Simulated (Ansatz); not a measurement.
```json
{"atom": "Cu", "x (Å)": "-0.0235", "y (Å)": "-0.3433", "z (Å)": "-0.0510"}
{"atom": "O", "x (Å)": "1.9739", "y (Å)": "-0.3771", "z (Å)": "-0.2395"}
{"atom": "H", "x (Å)": "2.1965", "y (Å)": "-1.2192", "z (Å)": "-0.6762"}
{"atom": "H", "x (Å)": "2.5026", "y (Å)": "-0.3615", "z (Å)": "0.5739"}
{"atom": "O", "x (Å)": "0.0989", "y (Å)": "1.6479", "z (Å)": "0.2346"}
{"atom": "H", "x (Å)": "0.8281", "y (Å)": "2.2121", "z (Å)": "-0.0560"}
{"atom": "H", "x (Å)": "-0.5298", "y (Å)": "2.1915", "z (Å)": "0.7275"}
{"atom": "O", "x (Å)": "-2.0110", "y (Å)": "-0.1932", "z (Å)": "0.1602"}
{"atom": "H", "x (Å)": "-2.3454", "y (Å)": "-1.0973", "z (Å)": "0.2994"}
{"atom": "H", "x (Å)": "-2.5251", "y (Å)": "0.1647", "z (Å)": "-0.5799"}
{"atom": "Br", "x (Å)": "-0.1650", "y (Å)": "-2.6247", "z (Å)": "-0.3930"}
```

Geometry: PBE0-D4/def2-SVP.

Theory: UKS PBE0-D4/def2-TZVP in Ansatz 0.2.0.

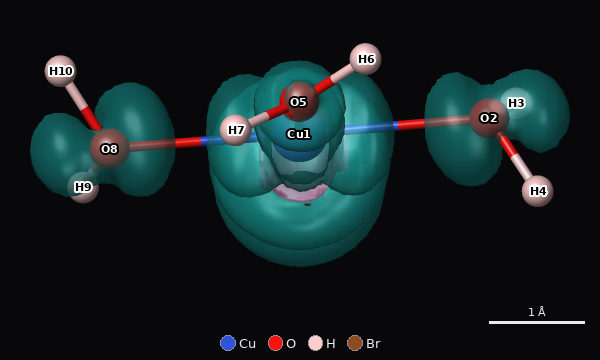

BrCuH$_{6}$O$_{3}$ (charge +1, doublet). Isosurfaces of the spin density at +0.015 (teal) and −0.015 e/Å³ (pink), seen from one side.

**Where is the unpaired spin?**

The unpaired spin (1 electron) lies mostly on Cu1 (about 0.6), Br11 (about 0.2), O2 (about 0.1) and O8 (about 0.1), in electrons by Hirshfeld's partition.
